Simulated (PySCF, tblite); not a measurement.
**C4H7BCl2Si: geometry, infrared bands and NMR shifts**

Aim: predict the infrared bands and NMR shifts of C4H7BCl2Si (`C=C[SiH2]/C=C(\Cl)BCl`).

Computed with tblite 0.8.0 and PySCF 2.14.0, with density-fitted response routines of our own, on a single molecule in the gas phase. Atoms are numbered from 0 throughout.

**1. The starting structure**

15 atoms, charge 0, multiplicity 1; geometry from: force field or distance geometry start.

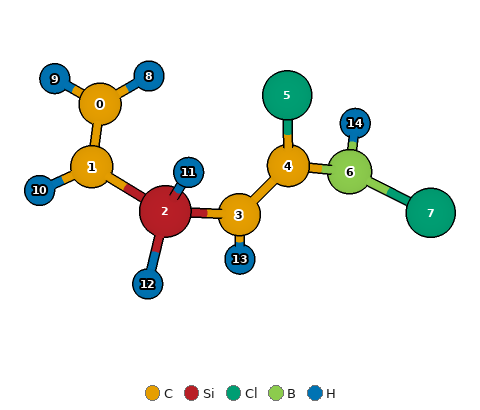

As it starts; carbon amber, silicon red, chlorine teal, boron green, hydrogen blue, atoms numbered.

**2. Geometry optimisation with GFN2-xTB**

The job: settings as JSON, then the geometry in Å.

```
{"job": {"kind": "relax", "xc": "GFN2-xTB", "basis": "xTB"}, "charge": 0, "multiplicity": 1}
C     -2.214400     1.030800    -0.222700
C     -2.209200    -0.255400    -0.583600
Si    -0.791200    -1.377900    -0.137300
C      0.769100    -0.555200    -0.737600
C      1.489400     0.202000     0.088500
Cl     1.042500     0.516500     1.731600
B      2.797300     0.857700    -0.478200
Cl     4.377700    -0.041500    -0.139800
H     -1.414100     1.497100     0.336300
H     -3.084900     1.669200    -0.494400
H     -3.079800    -0.630700    -1.141600
H     -0.673400    -1.538600     1.304000
H     -0.882400    -2.649600    -0.855800
H      1.046700    -0.763200    -1.767800
H      2.822200     2.046800    -0.429100
```

On the command line:

```
OMP_NUM_THREADS=1 python probes_run.py task.json out
```

The driver reads the jobs from task.json and runs them one after another.

The log of the run:

```text
step      E/eV     max force
  0    -656.41960    2.808
  1    -656.67000    2.308
  2    -656.94240    1.404
  3    -657.00068    0.822
  4    -657.03382    0.424
  5    -657.06113    0.294
  6    -657.06740    0.248
  7    -657.07530    0.236
  8    -657.08181    0.260
  9    -657.09046    0.250
 10    -657.09693    0.242
 11    -657.10148    0.227
 12    -657.10505    0.160
 13    -657.10775    0.138
 14    -657.10934    0.095
 15    -657.11033    0.107
 16    -657.11135    0.089
 17    -657.11264    0.100
 18    -657.11402    0.101
 19    -657.11530    0.084
 20    -657.11658    0.110
 21    -657.11799    0.128
 22    -657.11943    0.098
 23    -657.12067    0.080
 24    -657.12169    0.092
 25    -657.12269    0.132
 26    -657.12383    0.118
 27    -657.12499    0.103
 28    -657.12613    0.104
 29    -657.12755    0.161
 30    -657.12974    0.247
 31    -657.13329    0.287
 32    -657.13861    0.242
 33    -657.14477    0.209
 34    -657.15049    0.179
 35    -657.15478    0.203
 36    -657.15764    0.284
 37    -657.16162    0.146
 38    -657.16606    0.192
 39    -657.17066    0.231
 40    -657.17652    0.282
 41    -657.18232    0.204
 42    -657.18665    0.163
 43    -657.19080    0.245
 44    -657.19554    0.272
 45    -657.20475    0.163
 46    -657.20751    0.118
 47    -657.21068    0.099
 48    -657.21269    0.118
 49    -657.21539    0.109
 50    -657.21797    0.115
 51    -657.22024    0.129
 52    -657.22269    0.145
 53    -657.22594    0.168
 54    -657.23037    0.164
 55    -657.23509    0.171
 56    -657.23915    0.163
 57    -657.24145    0.156
 58    -657.24403    0.115
 59    -657.24699    0.127
 60    -657.24950    0.121
 61    -657.25128    0.194
 62    -657.25281    0.134
 63    -657.25520    0.103
 64    -657.25729    0.112
 65    -657.25917    0.127
 66    -657.26119    0.143
 67    -657.26364    0.133
 68    -657.26631    0.103
 69    -657.26803    0.170
 70    -657.26925    0.130
 71    -657.27051    0.088
 72    -657.27213    0.076
 73    -657.27489    0.102
 74    -657.27806    0.105
 75    -657.28198    0.110
 76    -657.28402    0.159
 77    -657.28541    0.116
 78    -657.28696    0.083
 79    -657.28794    0.070
 80    -657.28879    0.056
 81    -657.28936    0.095
 82    -657.28994    0.063
 83    -657.29105    0.054
 84    -657.29181    0.068
 85    -657.29252    0.070
 86    -657.29281    0.048
 87    -657.29300    0.035
 88    -657.29319    0.034
 89    -657.29341    0.032
 90    -657.29362    0.032
 91    -657.29381    0.027
 92    -657.29402    0.031
 93    -657.29426    0.039
 94    -657.29450    0.045
 95    -657.29473    0.044
 96    -657.29496    0.042
 97    -657.29530    0.055
 98    -657.29584    0.080
 99    -657.29657    0.091
100    -657.29732    0.075
101    -657.29784    0.048
102    -657.29806    0.053
103    -657.29830    0.046
104    -657.29856    0.044
105    -657.29911    0.058
106    -657.29990    0.063
107    -657.30064    0.067
108    -657.30145    0.096
109    -657.30186    0.040
110    -657.30213    0.077
111    -657.30231    0.043
112    -657.30251    0.037
113    -657.30281    0.044
114    -657.30323    0.058
115    -657.30384    0.066
116    -657.30449    0.061
117    -657.30507    0.045
118    -657.30549    0.044
119    -657.30581    0.042
120    -657.30613    0.040
121    -657.30648    0.057
122    -657.30697    0.072
123    -657.30766    0.074
124    -657.30826    0.079
125    -657.30884    0.100
126    -657.30937    0.064
127    -657.30974    0.030
128    -657.30990    0.032
129    -657.31008    0.034
130    -657.31022    0.030
131    -657.31038    0.027
132    -657.31058    0.032
133    -657.31080    0.031
134    -657.31103    0.036
135    -657.31128    0.045
136    -657.31160    0.047
137    -657.31189    0.043
138    -657.31209    0.030
139    -657.31218    0.027
140    -657.31224    0.025
141    -657.31231    0.029
142    -657.31239    0.023
143    -657.31245    0.016
144    -657.31250    0.018
145    -657.31256    0.017
146    -657.31264    0.022
147    -657.31272    0.027
148    -657.31281    0.023
149    -657.31291    0.020
150    -657.31302    0.022
151    -657.31312    0.034
152    -657.31321    0.027
153    -657.31331    0.024
154    -657.31348    0.035
155    -657.31364    0.036
156    -657.31390    0.033
157    -657.31408    0.025
158    -657.31418    0.023
159    -657.31424    0.020
160    -657.31429    0.018
161    -657.31436    0.021
162    -657.31444    0.018
163    -657.31449    0.020
164    -657.31453    0.021
165    -657.31456    0.020
166    -657.31459    0.016
167    -657.31462    0.014
168    -657.31466    0.016
169    -657.31469    0.014
170    -657.31473    0.014
171    -657.31477    0.021
172    -657.31483    0.024
173    -657.31492    0.027
174    -657.31501    0.022
175    -657.31510    0.023
176    -657.31519    0.025
177    -657.31526    0.029
178    -657.31529    0.032
179    -657.31534    0.016
180    -657.31536    0.008
```

Wall time 2.8 s (1 thread of Arm Neoverse N1, shared host).

Relaxation path: (not every step is listed)

```tsv
step	energy from step 0 (eV)	largest force (eV/Å)
0	0.0000	2.8075
1	-0.2504	2.3084
2	-0.5228	1.4039
3	-0.5811	0.8223
4	-0.6142	0.4238
5	-0.6415	0.2941
6	-0.6478	0.2475
7	-0.6557	0.2361
8	-0.6622	0.2603
24	-0.7021	0.0921
40	-0.7569	0.2820
56	-0.8196	0.1627
72	-0.8525	0.0757
88	-0.8736	0.0335
104	-0.8790	0.0435
120	-0.8865	0.0400
136	-0.8920	0.0469
152	-0.8936	0.0267
168	-0.8951	0.0158
175	-0.8955	0.0227
176	-0.8956	0.0247
177	-0.8957	0.0295
178	-0.8957	0.0323
179	-0.8957	0.0157
180	-0.8958	0.0082
```

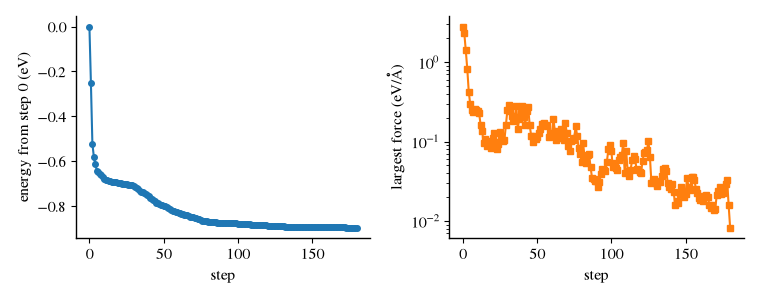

Energy and force, step by step.

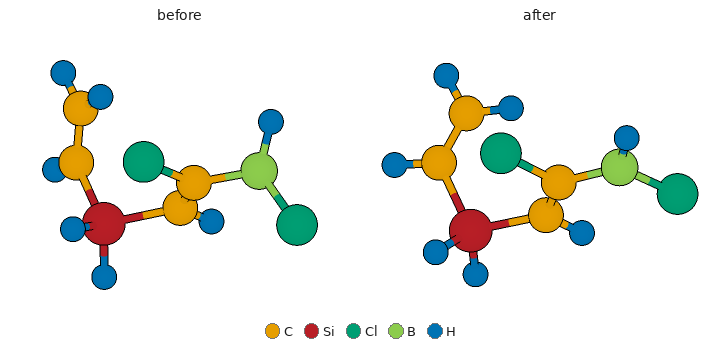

Before and after, at one scale.

Close pairs (by a distance rule), those that changed most:

```tsv
bond	before (Å)	after (Å)	change (Å)
B6–Cl7	1.850	1.691	-0.159
C0–H9	1.113	1.080	-0.033
Si2–C3	1.863	1.888	+0.025
C1–Si2	1.863	1.884	+0.022
B6–H14	1.190	1.172	-0.019
C4–B6	1.569	1.551	-0.018
C1–H10	1.100	1.083	-0.017
C4–Cl5	1.732	1.748	+0.016
```

The end geometry stands in the next job.

**3. Vibrational analysis with GFN2-xTB**

The job: settings as JSON, then the geometry in Å.

```
{"job": {"kind": "ir", "xc": "GFN2-xTB", "basis": "xTB"}, "charge": 0, "multiplicity": 1}
C     -2.036269     1.033704    -0.672002
C     -2.182829    -0.212172    -0.249030
Si    -0.807671    -1.493765    -0.116905
C      0.838047    -0.667551    -0.534710
C      1.447384     0.247318     0.231104
Cl     0.652382     0.674634     1.727926
B      2.782802     0.975103    -0.071595
Cl     3.604528     0.615103    -1.504574
H     -1.076599     1.422472    -0.975060
H     -2.861117     1.728107    -0.730258
H     -3.172300    -0.541708     0.044670
H     -0.752795    -2.060738     1.232946
H     -1.016096    -2.557090    -1.109619
H      1.337392    -0.925335    -1.458981
H      3.238729     1.769909     0.658518
```

The log of the run:

```text
mode    cm-1     km/mol
  1      35.5      0.16
  2      59.0      0.29
  3      65.4      0.30
  4      79.7      1.60
  5     112.7      0.01
  6     158.5      3.31
  7     179.1      2.85
  8     277.8      0.62
  9     339.3      7.81
 10     387.1      5.67
 11     414.2      5.34
 12     444.0     10.92
 13     542.0     66.12
 14     587.2     44.05
 15     631.0     11.42
 16     662.7     83.47
 17     701.5     24.33
 18     726.1    184.93
 19     780.3    173.09
 20     783.0     41.33
 21     797.8     68.35
 22     818.5    134.24
 23     921.9     10.55
 24     966.6     65.21
 25    1010.0     10.33
 26    1028.0     14.18
 27    1097.9    248.73
 28    1214.0      5.56
 29    1272.2     10.79
 30    1420.8      3.05
 31    1578.1     76.40
 32    1667.3     10.15
 33    2210.4    393.69
 34    2246.1    196.43
 35    2629.7     61.17
 36    3031.0     36.78
 37    3051.7     21.87
 38    3073.0     30.82
 39    3094.6     52.23
```

Run time: 1.2 s. Hardware: 1 thread of Arm Neoverse N1, shared host.

The strongest bands and the atoms that carry them (share of the mass-weighted mode):

```tsv
cm⁻¹	km/mol	atoms
663	83.5	H12 42 %, H11 19 %, C1 19 %
726	184.9	Si2 20 %, C1 16 %, H12 13 %, H11 11 %
780	173.1	H11 41 %, H12 36 %
818	134.2	C3 32 %, Si2 23 %, H13 18 %
1098	248.7	B6 42 %, H14 35 %, C4 15 %
1578	76.4	C4 49 %, C3 49 %
2210	393.7	H12 94 %
2246	196.4	H11 95 %
```

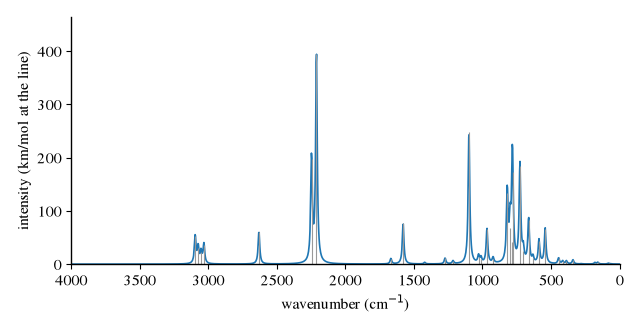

The infrared spectrum from these modes, unscaled. Lines are broadened to a width of 14 cm⁻¹ (Lorentzian).

**4. Nuclear shieldings: PBE0/pcSseg-1**

Settings changed since step 3:

```diff
@@ -1,2 +1,2 @@
-{"job": {"kind": "ir", "xc": "GFN2-xTB", "basis": "xTB"}, "charge": 0, "multiplicity": 1}
+{"job": {"kind": "nmr", "xc": "PBE0", "basis": "pcSseg-1"}, "charge": 0, "multiplicity": 1}
 C     -2.036269     1.033704    -0.672002
```

Method: GIAO PBE0/pcSseg-1 NMR shielding, non-relativistic, gas phase.

The log of the run:

```text
coarse grid: 14648 points
cycle   1  E = -1390.5619685454  dE =  8.416e-01  |g| = 3.814e-01  |ddm| = 3.620e+00
cycle   2  E = -1390.5483592905  dE =  1.361e-02  |g| = 4.516e-01  |ddm| = 7.363e-01
cycle   3  E = -1390.5981216988  dE = -4.976e-02  |g| = 1.045e-01  |ddm| = 4.520e-01
cycle   4  E = -1390.6007613282  dE = -2.640e-03  |g| = 4.045e-02  |ddm| = 1.366e-01
cycle   5  E = -1390.6011913005  dE = -4.300e-04  |g| = 6.943e-03  |ddm| = 4.022e-02
cycle   6  E = -1390.6012037235  dE = -1.242e-05  |g| = 1.817e-03  |ddm| = 8.980e-03
cycle   7  E = -1390.6012044302  dE = -7.066e-07  |g| = 8.776e-04  |ddm| = 2.623e-03
final grid: 129064 points
cycle   8  E = -1390.6452107599  dE = -3.434e-05  |g| = 7.652e-03  |ddm| = 2.638e-02
cycle   9  E = -1390.6452035255  dE =  7.234e-06  |g| = 8.907e-03  |ddm| = 1.638e-02
cycle  10  E = -1390.6452249593  dE = -2.143e-05  |g| = 1.319e-03  |ddm| = 1.024e-02
cycle  11  E = -1390.6452253161  dE = -3.568e-07  |g| = 2.924e-04  |ddm| = 1.694e-03
cycle  12  E = -1390.6452253395  dE = -2.342e-08  |g| = 4.764e-05  |ddm| = 3.535e-04
cycle  13  E = -1390.6452253400  dE = -5.120e-10  |g| = 1.935e-05  |ddm| = 5.995e-05
converged SCF energy = -1390.6452253400

GIAO shielding tensors (ppm)
atom      isotropic    diamagn.    paramagn.     s11        s22        s33       span
  0 C       42.423     255.258    -212.835    -85.538     43.926    168.882    254.420
  1 C       54.310     260.730    -206.420    -64.800     49.508    178.222    243.021
  2 Si     410.230     881.039    -470.809    376.403    413.154    441.134     64.732
  3 C       28.237     261.245    -233.007    -90.475      8.329    166.858    257.333
  4 C       16.543     254.879    -238.336   -109.974     48.890    110.713    220.687
  5 Cl     645.030    1150.039    -505.010    410.412    631.667    893.009    482.598
  6 B       43.099     190.478    -147.379      2.383     23.678    103.236    100.854
  7 Cl     681.547    1147.672    -466.125    355.446    622.210   1066.984    711.538
  8 H       25.679      33.884      -8.204     22.137     25.065     29.836      7.699
  9 H       25.224      28.630      -3.406     22.412     24.810     28.450      6.038
 10 H       25.465      28.900      -3.434     24.111     25.425     26.860      2.749
 11 H       26.747      29.206      -2.459     23.262     25.867     31.112      7.849
 12 H       27.064      28.870      -1.806     23.678     25.208     32.305      8.627
 13 H       23.746      32.813      -9.067     20.521     22.084     28.633      8.112
 14 H       25.363      27.799      -2.436     22.998     24.283     28.807      5.809
```

Run time: 70 s. Hardware: 1 thread of Arm Neoverse N1, shared host; peak memory 0.79 GiB.

The references, computed at this level on geometries of the same kind, shield at (ppm): 1H TMS 31.72, 13C TMS 186.9, 29Si TMS 349.2, 11B BF3·OEt2 100.1, 35Cl HCl 950. Their shielding less the atom's gives the shift. The references are single molecules in the gas phase. Atoms listed in one row are averaged.

```tsv
atoms	environment	σ (ppm)	δ (ppm)	δ scaled to CDCl3
C4	fully substituted alkene carbon	16.5	170.4	164.4
C3	alkene CH	28.2	158.7	153.0
C0	terminal =CH2 carbon	42.4	144.5	139.1
C1	alkene CH	54.3	132.6	127.5
H13	hydrogen on an alkene CH	23.75	7.97	7.62
H9	hydrogen on a terminal =CH2 carbon	25.22	6.49	6.23
H14	hydrogen on a boron bonded to C, Cl	25.36	6.35	–
H10	hydrogen on an alkene CH	25.47	6.25	6.00
H8	hydrogen on a terminal =CH2 carbon	25.68	6.04	5.80
H11, H12	hydrogen on a silicon bonded to 2 C	26.91	4.81	–
Si2	silicon bonded to 2 C, 2 H	410.2	-61.1	–
Cl5	chlorine bonded to C	645	305	–
Cl7	chlorine bonded to B	682	268	–
B6	boron bonded to C, Cl, H	43.1	57.0	–
```

The scaled column applies a straight-line fit of computed shieldings to shifts measured in CDCl3, with any fitted terms for Cl, Br or S neighbours (root-mean-square error 0.16 ppm for H, 1.9 ppm for C).

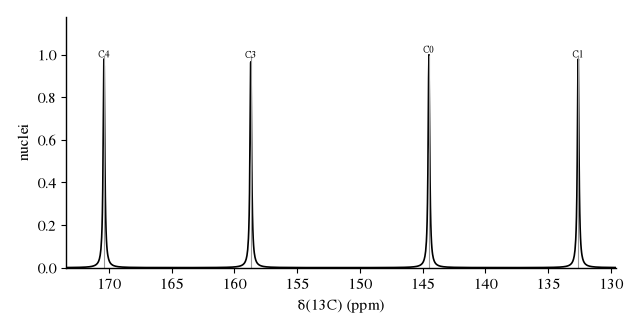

13C lines at the computed shifts, without couplings. Lines are broadened to a width of 0.15 ppm (Lorentzian).

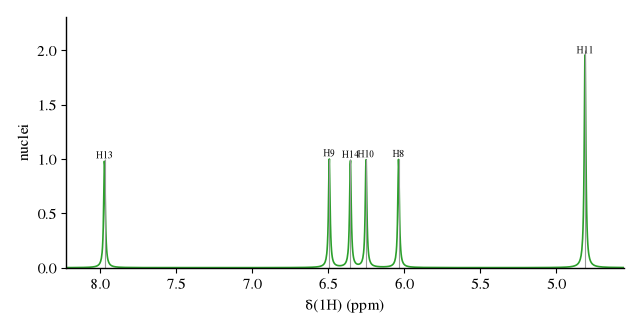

1H lines at the computed shifts, without couplings. Lines are broadened to a width of 0.01 ppm (Lorentzian).

The run also stored atomic charges by several schemes (e):

```tsv
atoms	Mulliken	IAO	Hirshfeld	ESP fit
C0	-0.15	-0.27	-0.08	-0.40
C1	-0.48	-0.42	-0.14	-0.22
Si2	0.76	0.75	0.32	0.41
C3	-0.34	-0.38	-0.12	-0.18
C4	-0.35	-0.12	-0.05	-0.08
Cl5	-0.09	-0.04	-0.01	-0.08
B6	0.42	0.06	0.13	0.28
Cl7	-0.17	-0.01	-0.02	-0.12
```

Mulliken charges:

C0 -0.15; C1 -0.48; Si2 0.76; C3 -0.34; C4 -0.35; Cl5 -0.09; B6 0.42; Cl7 -0.17; H8 0.12; H9 0.12; H10 0.13; H11 -0.06; H12 -0.09; H13 0.13; H14 0.04

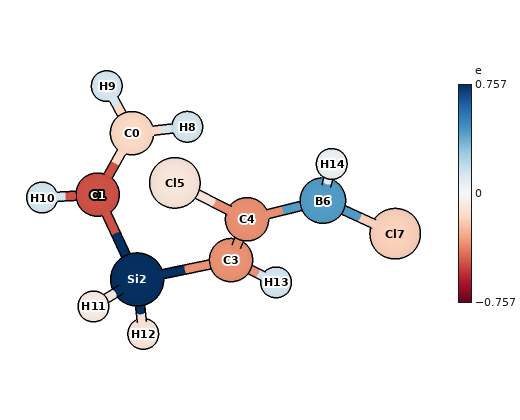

Mulliken charges, as colours on the atoms.

Mayer bond orders: C0–C1 2.00, C1–Si2 0.89, Si2–C3 0.85, C3–C4 1.81, C4–Cl5 1.04, C4–B6 0.94, B6–Cl7 1.18.

Orbitals, density, ELF and potential are computed afterwards from the orbital file.

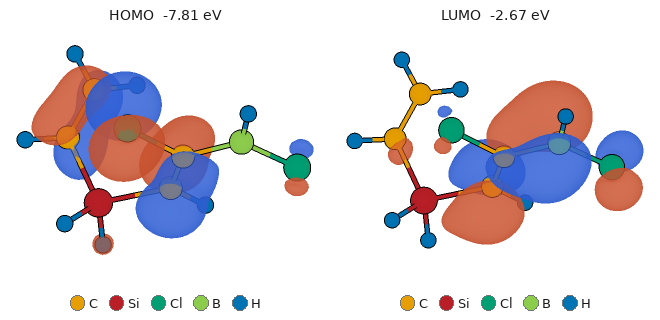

Frontier orbitals at PBE0/pcSseg-1; each surface holds 70 % of the orbital's density, blue and red mark the sign.

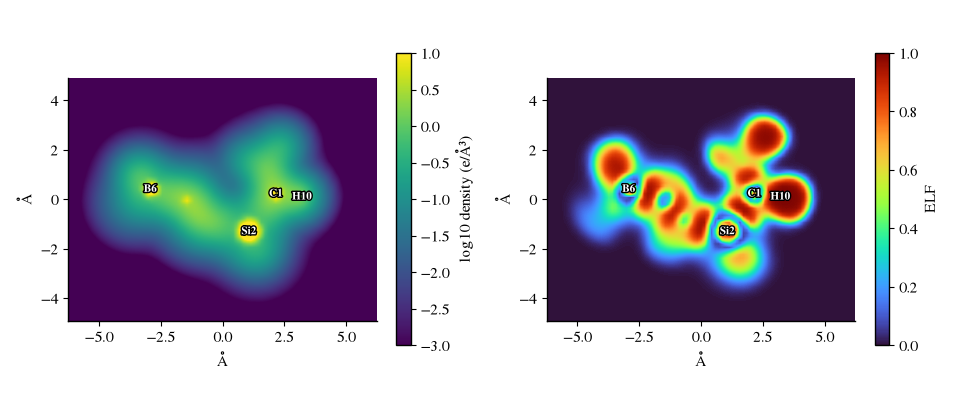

Density (left) and ELF (right) in a plane through or near 4 of the atoms.

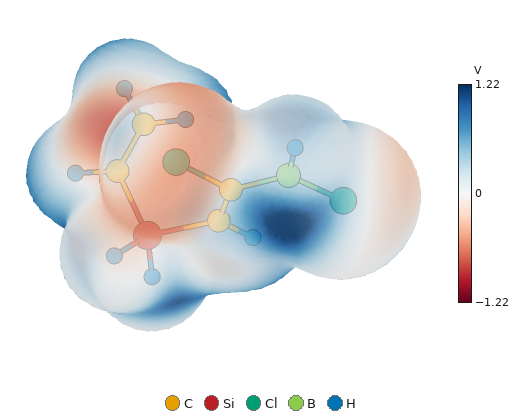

Electrostatic potential on the surface of density 0.002 e/bohr³; red is low, blue high. It runs from -0.60 V near C0 to 1.22 V near B6.

**5. Results**

| quantity | value |
| --- | --- |
| strongest single infrared mode (GFN2-xTB) | 2210 cm⁻¹, 394 km/mol |
| zero-point energy (GFN2-xTB) | 58.7 kcal/mol |
| 13C shifts against TMS (PBE0/pcSseg-1) | 170.4, 158.7, 144.5, 132.6 ppm |
| 1H shifts against TMS (PBE0/pcSseg-1, means over atoms taken as alike) | 7.97, 6.49, 6.35, 6.25, 6.04, 4.81 ppm |
| 29Si shifts against TMS (PBE0/pcSseg-1) | -61.1 ppm |
| 35Cl shifts against HCl (PBE0/pcSseg-1) | 305, 268 ppm |
| 11B shifts against BF3·OEt2 (PBE0/pcSseg-1) | 57.0 ppm |
| surface potential, least and greatest | -0.60 V and 1.22 V |

The optimisation took 180 steps and gained 0.896 eV; among the close pairs (by a distance rule), B6–Cl7 changed most, from 1.850 to 1.691 Å. All 39 modes are real, so the xTB geometry is a minimum. The strongest single mode, at 2210 cm⁻¹, moves mainly H12. Unscaled tight-binding wavenumbers are off by several per cent, some by more. Its intensities can rank the bands wrongly. At PBE0/pcSseg-1: The widest tensor belongs to Cl7: span 712 ppm, with a paramagnetic part of -466 ppm. By nearest atom (PBE0/pcSseg-1), the HOMO sits on Cl5 33 %; C3 21 % and the LUMO on B6 34 %; C3 23 %.
